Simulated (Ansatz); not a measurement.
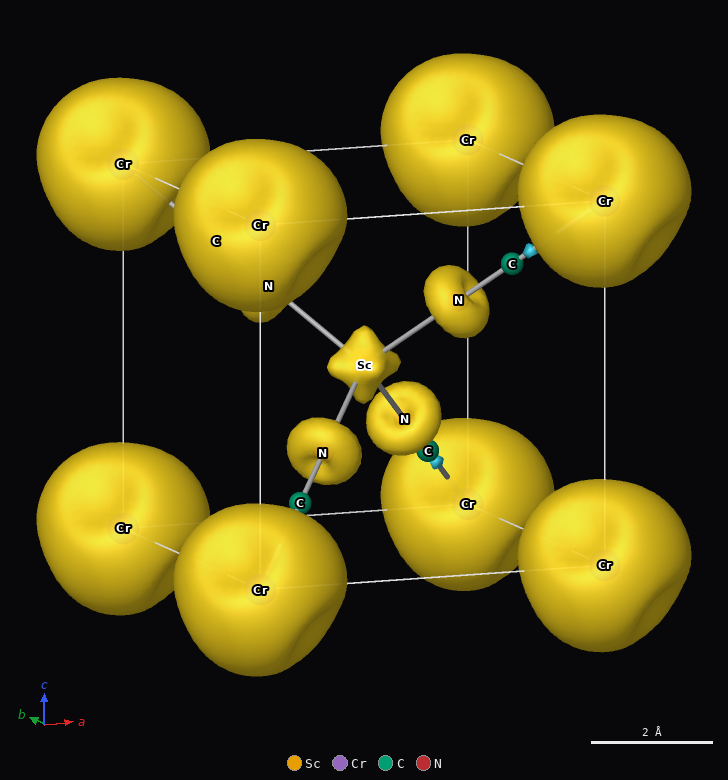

Figure 1: ScCrC$_{4}$N$_{4}$. Isosurfaces of the spin density at +0.05 (yellow) and −0.05 e/Å³ (cyan), seen slightly off an axis. Sticks mark near contacts.

Space group P-43m; a structure generated by program, which may or may not match a known phase; spin-polarised.

These are results of DFT PBE, scalar-relativistic, plane waves, PAW in Ansatz 0.2.0, not measurements.

The density is the valence pseudo-density of a PAW calculation; it isn't the true density close to the nuclei.

```
Sc Cr C N
1.0
     6.12395    0.00000    0.00000
     0.00000    6.12395    0.00000
     0.00000    0.00000    6.12395
Sc Cr C N
1 1 4 4
Direct
  0.50000 0.50000 0.50000
  0.00000 0.00000 0.00000
  0.19205 0.19205 0.19205
  0.19205 0.80795 0.80795
  0.80795 0.19205 0.80795
  0.80795 0.80795 0.19205
  0.30355 0.30355 0.30355
  0.30355 0.69645 0.69645
  0.69645 0.30355 0.69645
  0.69645 0.69645 0.30355
```

Q: Describe the spin distribution.

A: The spin density sits on Cr: +2.8 μB in one cell of 10 atoms, with smaller moments on other sites: Sc (up to +0.10 μB) and N (up to +0.05 μB): parallel main moments, as they must be, since the calculation's own cell holds one magnetic site. The cell of the calculation (10 atoms) carries 5.0 μB of net spin moment.
